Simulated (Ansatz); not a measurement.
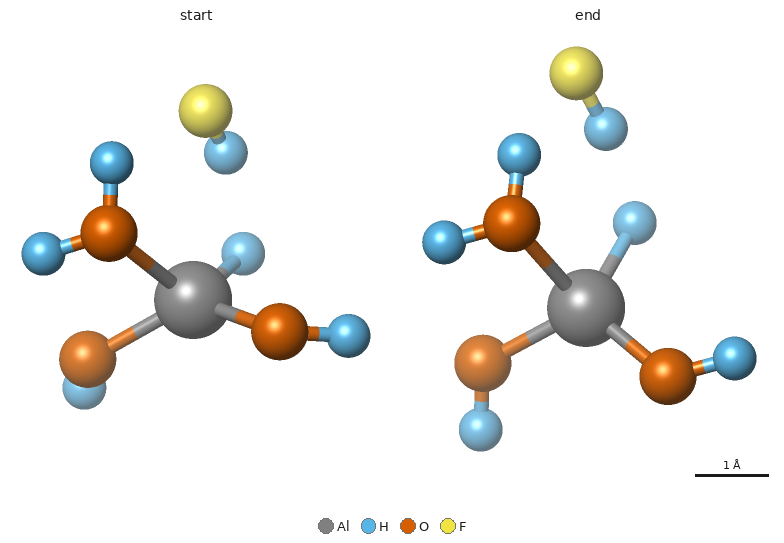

The structure of AlH$_{6}$O$_{3}$F (started from a transition state, displaced along its imaginary mode) before (left) and after (right) a relaxation, at one scale.

The picture is a ball-and-stick view, seen at a tilt.

Method: RKS PBE0-D4/def2-TZVP (Ansatz).

Input file:
```yaml
crystal:
  periodic: [false, false, false]
  atoms:
    - {symbol: Al, position_ang: [-0.565707, -0.102945, -0.133280]}
    - {symbol: H, position_ang: [-0.167837, -1.401328, -0.986133]}
    - {symbol: O, position_ang: [-0.805496, 1.218222, -1.212686]}
    - {symbol: O, position_ang: [-1.426500, -0.549058, 1.272319]}
    - {symbol: H, position_ang: [1.533781, 0.803612, 1.010766]}
    - {symbol: O, position_ang: [0.647282, 1.134431, 0.839465]}
    - {symbol: H, position_ang: [1.194046, -1.435667, -0.397080]}
    - {symbol: F, position_ang: [1.807928, -1.148256, 0.127962]}
    - {symbol: H, position_ang: [-1.124007, 1.030656, -2.116979]}
    - {symbol: H, position_ang: [-1.799448, -1.462563, 1.327404]}
    - {symbol: H, position_ang: [0.706058, 1.912897, 0.268144]}
basis:
  gaussian: {orbitals: def2-TZVP}
hamiltonian: {xc: pbe0, dispersion: d4}
relax: {f_tol: 0.005, max_steps: 200}
```

Launched with:
```bash
ansatz run in.yaml --threads 8 --pin off --events-out ev --progress --plain --max-ram 19148MiB
```

Question: Describe what moved and what it gained.

Answer: After 17 accepted moves (21 points after the start) the energy has fallen by 17.2 kcal/mol. The largest force component goes from 5.1 to 0.0018 eV/Å. The line search rejected the trial steps at points 6, 10, 13, 20 of the run. The atom that moves furthest after the best rigid fit is H9 (0.74 Å). Largest moves by element: H 0.74 Å, O 0.69 Å, F 0.59 Å, Al 0.11 Å. Some distances before and after: Al1–F8 2.607 → 3.219 Å, Al1–H7 2.223 → 2.536 Å, H7–F8 0.857 → 0.967 Å, Al1–O6 1.987 → 1.937 Å. Among the angles between lasting bonds that change: H2–Al1–O6 127.8° → 97.9°, O4–Al1–O6 93.9° → 111.6°, O3–Al1–O4 130.2° → 118.5°. Groups turn about Al1–O3 by about 70°, Al1–O4 by about 40°.
